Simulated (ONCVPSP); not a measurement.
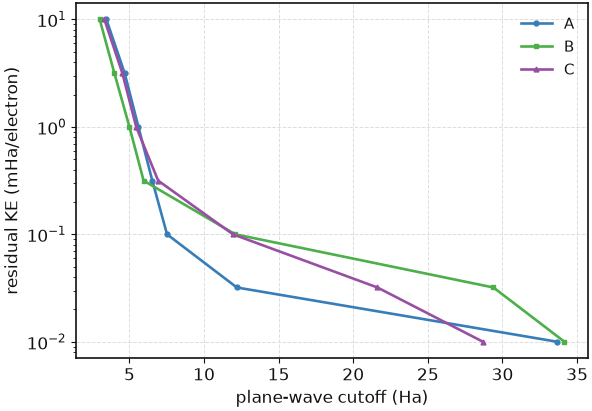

The residual kinetic energy of the 3s wave for 3 variants of one potential.

Base settings:

ONCVPSP 4.0.1 input (lines: element, Z, core and valence counts, functional; n l f; lmax; l rc ep ncon nbas qcut; lloc lpopt rc5 dvloc0; l nproj debl; icmod fcfact rcfact), PBE, scalar-relativistic:

```
  Al 13.00    3    2        4      upf
    1    0    2.00
    2    0    2.00
    2    1    6.00
    3    0    2.00
    3    1    1.00
    2
    0    1.70    0.00    4    8    3.40
    1    2.10    0.00    4    9    3.50
    2    2.20    0.03    5    9    4.10
    4    5    1.60    0.00
    0    2    1.20
    1    2    2.70
    2    3    3.10
    0    0.00    0.00
```

Match the curves to these variants:
1. base
2. s: qcut 3.9; p: qcut 4; d: qcut 4.7
3. all radii scaled by 1.28 (s 2.18, p 2.70, d 2.82 bohr)

Answer. A = 2, B = 3, C = 1.

What did the other tests of these runs give?

Answer. A: loose cutoff 5.6 Ha; bound ghosts flagged none; largest test error +28 meV. B: loose cutoff 5.0 Ha; bound ghosts flagged none; largest test error +27 meV. C: loose cutoff 5.5 Ha; bound ghosts flagged none; largest test error +27 meV. The loose cutoff is the first of the cutoffs at which the residual kinetic energy of the hardest occupied pseudo-wave falls to 1 and 0.1 mHa per electron.
